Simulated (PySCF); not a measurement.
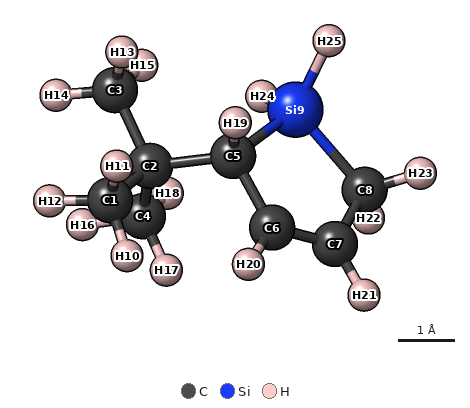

*The input geometry (ball-and-stick view, seen at a tilt; atoms are numbered from 1 in the order of the input).*

## Geometry relaxation, with input and output: C8H16Si

The run: geometry relaxation of C8H16Si. Method and program: PBE0-D3(BJ)/def2-SVP geometry optimisation, gas phase (PySCF 2.14.0).

It belongs to a series of runs on one base structure; here: H on C replaced by tBu.

## The program's output
```
step   0  E = -603.16280040  max force = 0.045478
step   1  E = -603.16975825  max force = 0.008241
step   2  E = -603.17004281  max force = 0.001664
step   3  E = -603.17006417  max force = 0.000384
step   4  E = -603.17006785  max force = 0.000326
optimisation converged
```

## Trajectory as extended XYZ (Å, eV, eV/Å), 5 frames, from step=0 to step=4
```
25
Properties=species:S:1:pos:R:3:forces:R:3 step=0 energy=-16412.89580
C    -2.1691    0.1826    0.8816   -0.5148   1.3968  -0.3663
C    -1.0230    0.4663   -0.0785    0.2450   0.2483  -0.1305
C    -1.1113    1.9288   -0.5357    0.4854  -0.5106   0.6242
C    -1.1142   -0.4500   -1.2910   -2.3386   0.4314   0.8613
C     0.3232    0.2221    0.6321   -0.2164   0.5030   0.3766
C     0.5049   -1.1899    1.0929   -0.0253  -0.1148   0.1711
C     1.6153   -1.8541    0.7622    0.0184   0.7328  -0.3385
C     2.6572   -1.1598   -0.0798   -0.7936  -0.3106  -0.4090
Si    1.9312    0.5872   -0.3267   -0.1762  -1.0053  -0.2529
H    -2.2470   -0.8430    1.1663   -0.0387  -1.1502   0.2985
H    -2.0994    0.7992    1.7927    0.1425  -0.0542   0.0290
H    -3.1235    0.4753    0.4041    0.0479  -0.1790   0.0401
H    -0.9997    2.6091    0.3140    0.0808   0.1619   0.2338
H    -2.0710    2.1404   -0.9824   -0.6165   0.1077  -0.4635
H    -0.3143    2.1464   -1.2476    0.1569   0.1853  -0.3225
H    -2.1087   -0.2882   -1.7686    0.4041  -0.1424  -0.0069
H    -1.0730   -1.4822   -0.9829    0.1460  -0.7883   0.1056
H    -0.3694   -0.2502   -2.0050    1.3784   0.3093  -1.2565
H     0.3089    0.8511    1.5438    0.0650   0.1652  -0.0525
H    -0.2815   -1.6366    1.7171    0.1546  -0.0783  -0.0868
H     1.7713   -2.8708    1.0653    0.1435  -0.8170   0.3004
H     2.8098   -1.7380   -1.0115    0.0643   0.2183  -0.0207
H     3.6071   -1.1530    0.4247    0.9113   0.0357   0.4252
H     1.7822    0.8927   -1.7790   -0.0822   0.1257  -0.0440
H     2.7463    1.6268    0.2910    0.3581   0.5293   0.2847
25
Properties=species:S:1:pos:R:3:forces:R:3 step=1 energy=-16413.08513
C    -2.0093    0.2619    0.8939    0.0156  -0.2616   0.1127
C    -0.8359    0.5141   -0.0569   -0.0204   0.0252   0.0223
C    -0.8811    1.9768   -0.4964   -0.1035   0.0831  -0.0948
C    -0.9830   -0.3959   -1.2738    0.4238  -0.0096  -0.2993
C     0.5069    0.2556    0.6789    0.0476  -0.0939   0.0073
C     0.6988   -1.1589    1.1724   -0.0831   0.0099  -0.0065
C     1.7954   -1.8535    0.8390    0.0130  -0.2243   0.0489
C     2.8534   -1.2152   -0.0175    0.1585   0.0251   0.0350
Si    2.1393    0.5236   -0.2913    0.0038   0.1578   0.0802
H    -2.0747   -0.7983    1.2042    0.0380   0.1877  -0.0543
H    -1.9242    0.8757    1.8030    0.0047   0.0341   0.0494
H    -2.9624    0.5124    0.4075   -0.0759   0.0343  -0.0465
H    -0.7644    2.6554    0.3630    0.0059   0.0039   0.0278
H    -1.8479    2.2104   -0.9770    0.0958  -0.0125   0.0247
H    -0.0846    2.2098   -1.2214   -0.0092  -0.0078   0.0091
H    -1.9489   -0.2347   -1.7703   -0.1133   0.0206  -0.0290
H    -0.9180   -1.4582   -0.9885    0.0009   0.0278  -0.0123
H    -0.1902   -0.1971   -2.0303   -0.2548  -0.0923   0.2738
H     0.5136    0.9340    1.5520    0.0164   0.0409   0.0326
H    -0.0720   -1.6149    1.8037    0.0104  -0.0096   0.0147
H     1.9310   -2.8886    1.1879   -0.0160   0.1465  -0.0230
H     3.0171   -1.7768   -0.9522   -0.0189  -0.0234  -0.0381
H     3.8351   -1.2006    0.4973   -0.1514   0.0422  -0.0704
H     1.9436    0.8950   -1.7256    0.0473  -0.0558  -0.0426
H     2.9881    1.5940    0.3281   -0.0351  -0.0483  -0.0217
25
Properties=species:S:1:pos:R:3:forces:R:3 step=2 energy=-16413.09287
C    -2.0105    0.2600    0.8941   -0.0111  -0.0410   0.0066
C    -0.8354    0.5158   -0.0566   -0.0280   0.0322   0.0038
C    -0.8809    1.9806   -0.4978   -0.0170   0.0016  -0.0033
C    -0.9697   -0.3976   -1.2759    0.0579   0.0160  -0.0856
C     0.5053    0.2561    0.6829    0.0060  -0.0335   0.0200
C     0.6922   -1.1597    1.1761   -0.0066   0.0122  -0.0137
C     1.7879   -1.8561    0.8406    0.0040  -0.0162  -0.0025
C     2.8433   -1.2147   -0.0205    0.0301  -0.0309  -0.0052
Si    2.1354    0.5264   -0.2900   -0.0148   0.0492   0.0169
H    -2.0683   -0.7954    1.2029    0.0088   0.0239  -0.0081
H    -1.9281    0.8753    1.8047    0.0027   0.0057  -0.0092
H    -2.9662    0.5082    0.4051    0.0053   0.0060   0.0013
H    -0.7695    2.6581    0.3641    0.0016  -0.0061   0.0031
H    -1.8412    2.2147   -0.9851    0.0099  -0.0073  -0.0029
H    -0.0796    2.2135   -1.2169    0.0071  -0.0020   0.0014
H    -1.9369   -0.2384   -1.7790    0.0013  -0.0039   0.0130
H    -0.9042   -1.4585   -0.9889   -0.0113   0.0023   0.0063
H    -0.1774   -0.2019   -2.0190   -0.0446  -0.0130   0.0587
H     0.5142    0.9369    1.5561    0.0076   0.0035  -0.0016
H    -0.0762   -1.6143    1.8117    0.0083   0.0042   0.0075
H     1.9259   -2.8853    1.1933    0.0004   0.0118   0.0017
H     3.0032   -1.7765   -0.9572   -0.0152   0.0060   0.0007
H     3.8222   -1.1951    0.4897   -0.0128   0.0066  -0.0031
H     1.9541    0.8819   -1.7315    0.0161  -0.0223  -0.0068
H     2.9860    1.5921    0.3265   -0.0057  -0.0052   0.0010
25
Properties=species:S:1:pos:R:3:forces:R:3 step=3 energy=-16413.09345
C    -2.0133    0.2603    0.8903    0.0031   0.0024  -0.0011
C    -0.8362    0.5167   -0.0575   -0.0056   0.0060   0.0012
C    -0.8797    1.9811   -0.4987    0.0039  -0.0010   0.0077
C    -0.9672   -0.3963   -1.2777   -0.0081   0.0010  -0.0034
C     0.5041    0.2560    0.6846   -0.0013  -0.0089  -0.0012
C     0.6917   -1.1589    1.1790   -0.0067  -0.0020  -0.0026
C     1.7867   -1.8568    0.8436    0.0002   0.0197  -0.0067
C     2.8413   -1.2166   -0.0194    0.0045  -0.0120  -0.0017
Si    2.1343    0.5260   -0.2881   -0.0047   0.0067  -0.0007
H    -2.0700   -0.7941    1.1988    0.0013  -0.0086   0.0033
H    -1.9319    0.8767    1.8001   -0.0022   0.0019  -0.0031
H    -2.9679    0.5090    0.3994    0.0043   0.0008   0.0013
H    -0.7717    2.6574    0.3646   -0.0016   0.0007  -0.0024
H    -1.8370    2.2150   -0.9909   -0.0021  -0.0010  -0.0056
H    -0.0743    2.2133   -1.2136    0.0034   0.0017   0.0019
H    -1.9330   -0.2358   -1.7828    0.0031  -0.0013   0.0036
H    -0.9056   -1.4569   -0.9892   -0.0067  -0.0024   0.0030
H    -0.1728   -0.2025   -2.0150    0.0125   0.0014  -0.0073
H     0.5140    0.9381    1.5569    0.0006   0.0002  -0.0030
H    -0.0742   -1.6114    1.8187   -0.0014   0.0011   0.0055
H     1.9253   -2.8844    1.1990    0.0003  -0.0064   0.0062
H     2.9981   -1.7781   -0.9567   -0.0075   0.0061  -0.0012
H     3.8201   -1.1962    0.4893    0.0077  -0.0035   0.0036
H     1.9600    0.8729   -1.7326    0.0036  -0.0048  -0.0012
H     2.9848    1.5915    0.3275   -0.0007   0.0021   0.0038
25
Properties=species:S:1:pos:R:3:forces:R:3 step=4 energy=-16413.09355
C    -2.0141    0.2609    0.8873    0.0039   0.0079  -0.0026
C    -0.8360    0.5174   -0.0589    0.0042  -0.0012  -0.0012
C    -0.8777    1.9818   -0.5003    0.0017  -0.0029   0.0049
C    -0.9649   -0.3959   -1.2794   -0.0168  -0.0006   0.0154
C     0.5030    0.2561    0.6852   -0.0043   0.0038  -0.0038
C     0.6891   -1.1579    1.1818    0.0099   0.0058  -0.0096
C     1.7842   -1.8559    0.8468   -0.0004  -0.0081   0.0054
C     2.8397   -1.2186   -0.0171   -0.0049   0.0056   0.0070
Si    2.1344    0.5249   -0.2863   -0.0002  -0.0055  -0.0035
H    -2.0703   -0.7935    1.1964   -0.0013  -0.0061   0.0024
H    -1.9342    0.8782    1.7966   -0.0017   0.0005  -0.0006
H    -2.9679    0.5092    0.3950   -0.0007  -0.0014  -0.0001
H    -0.7729    2.6582    0.3633   -0.0027   0.0010  -0.0015
H    -1.8330    2.2154   -0.9966   -0.0017   0.0010  -0.0042
H    -0.0693    2.2138   -1.2118    0.0015   0.0011   0.0013
H    -1.9293   -0.2342   -1.7865    0.0016   0.0010  -0.0026
H    -0.9069   -1.4565   -0.9895   -0.0022  -0.0009   0.0004
H    -0.1680   -0.2041   -2.0142    0.0144   0.0019  -0.0130
H     0.5130    0.9395    1.5564   -0.0016   0.0019  -0.0015
H    -0.0763   -1.6087    1.8236    0.0019   0.0010  -0.0006
H     1.9223   -2.8829    1.2043    0.0015  -0.0059   0.0048
H     2.9939   -1.7798   -0.9548   -0.0049   0.0020  -0.0011
H     3.8189   -1.1997    0.4911    0.0042  -0.0061   0.0006
H     1.9638    0.8681   -1.7322   -0.0007   0.0026   0.0013
H     2.9846    1.5906    0.3294   -0.0008   0.0017   0.0028
```

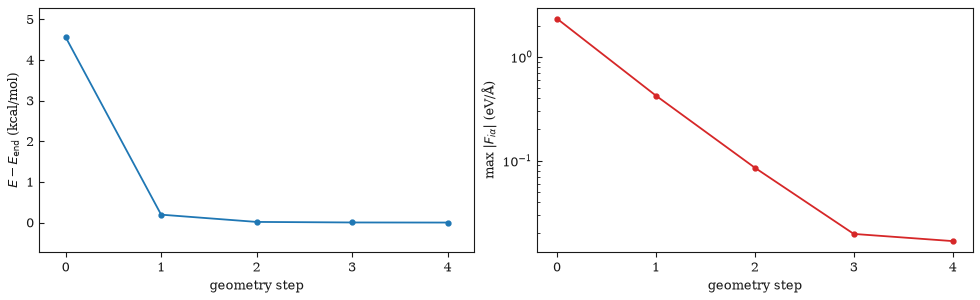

*Progress of the relaxation, step by step (steps are counted from 0).*

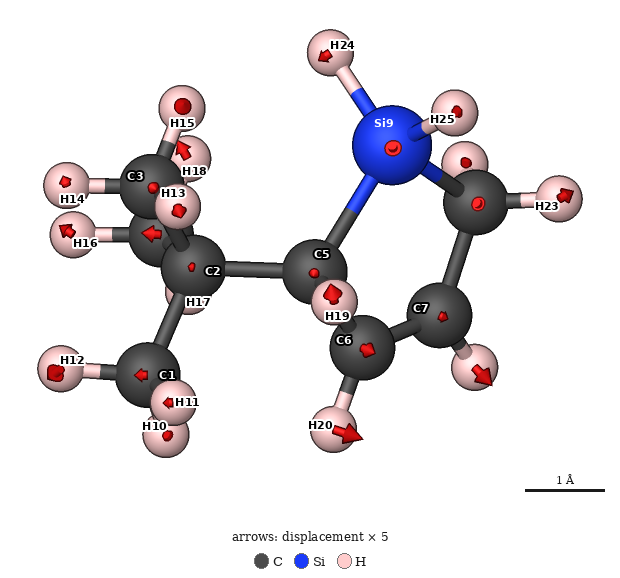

*The starting structure with the displacements as red arrows, magnified 5 times (ball-and-stick view, seen at a tilt). The two geometries are laid on each other by the best rigid fit.*

H20 moves most after the best rigid fit: 0.083 Å. Largest moves by element: H 0.083 Å, C 0.053 Å, Si 0.052 Å. Distances before and after: C4–H18 1.051 → 1.101 Å, Si9–H25 1.458 → 1.496 Å, C1–H10 1.067 → 1.100 Å, C3–H14 1.079 → 1.102 Å. Among the angles that change: C2–C4–H16 107.9° → 110.7°, C7–C8–H22 108.9° → 111.7°, H17–C4–H18 110.4° → 107.8°. After 4 geometry steps the energy has fallen by 4.56 kcal/mol. The largest force component goes from 2.3 to 0.017 eV/Å. (Atoms are counted from 1 in the order of the input.)

This output came from the following input.

## Input file
```
{"job": {"xc": "PBE0", "basis": "def2-SVP", "d3": "d3bj", "grid": 1, "shake": 0.01, "kind": "geom"}, "charge": 0, "multiplicity": 1}
C     -2.169130     0.182580     0.881620
C     -1.023030     0.466270    -0.078500
C     -1.111280     1.928840    -0.535680
C     -1.114170    -0.449990    -1.291000
C      0.323210     0.222070     0.632050
C      0.504900    -1.189930     1.092920
C      1.615290    -1.854070     0.762250
C      2.657190    -1.159760    -0.079820
Si     1.931250     0.587210    -0.326720
H     -2.247030    -0.842960     1.166280
H     -2.099390     0.799170     1.792700
H     -3.123460     0.475260     0.404090
H     -0.999710     2.609100     0.314000
H     -2.070960     2.140380    -0.982400
H     -0.314330     2.146380    -1.247580
H     -2.108710    -0.288220    -1.768550
H     -1.073040    -1.482200    -0.982850
H     -0.369350    -0.250250    -2.005000
H      0.308900     0.851070     1.543830
H     -0.281460    -1.636640     1.717120
H      1.771310    -2.870850     1.065300
H      2.809770    -1.737960    -1.011460
H      3.607150    -1.152960     0.424740
H      1.782200     0.892710    -1.778980
H      2.746290     1.626820     0.290970
```

The first line tells a small driver script what to run in PySCF; the rest is the geometry in Å.

Launched with:
```bash
OMP_NUM_THREADS=1 python <driver script> task.json out
```

## Results in brief

```json
{"quantity": "outcome", "value": "converged"}
{"quantity": "total energy", "value": "−603.170068 hartree"}
{"quantity": "dipole moment", "value": "0.44 D"}
{"quantity": "point group", "value": "C1"}
{"quantity": "hardware", "value": "1 CPU thread, shared host"}
{"quantity": "wall time", "value": "3.7 min"}
{"quantity": "peak memory", "value": "1.1 GiB"}
```
